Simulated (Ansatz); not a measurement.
System: CH₃ClSi (SMILES C[Si]Cl).

```xyz
6

C     1.4910    0.3058    0.4595
Cl    0.1464    2.2749   -1.4024
Si    2.0526    1.6469   -0.7601
H     2.3458   -0.1886    0.9472
H     0.8386    0.7428    1.2363
H     0.8868   -0.4571   -0.0631
```

Geometry: PBE0-D3(BJ)/def2-SVP.

Theory: isolated molecule in a Gaussian basis; Kohn-Sham density functional theory, functional PBE0 in Ansatz 0.2.0.

What can the converged electron density and electron localisation function tell about the bonding?

C–Si (1.90 Å): ρ is about 0.94 e/Å³ halfway; the ELF peaks at about 0.95 between the atoms, as expected for a covalent bond.
Si–Cl (2.11 Å): ρ at the midpoint is about 0.81 e/Å³; the ELF peaks at about 0.85 between the atoms (a shared but strongly polarised pair).
C–H (1.10 Å): the density is about 1.9 e/Å³ at the midpoint; the ELF climbs to about 1 towards the hydrogen, as it does in any bond to H: an ordinary covalent bond to hydrogen.

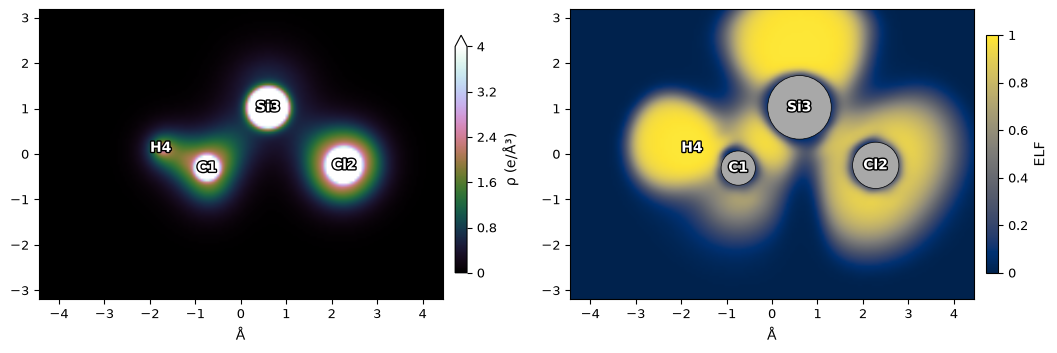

Computed electron density and electron localisation function on the plane of atoms C1, Si3 and Cl2, in this order. Grey discs cover the atomic cores in the ELF map. 
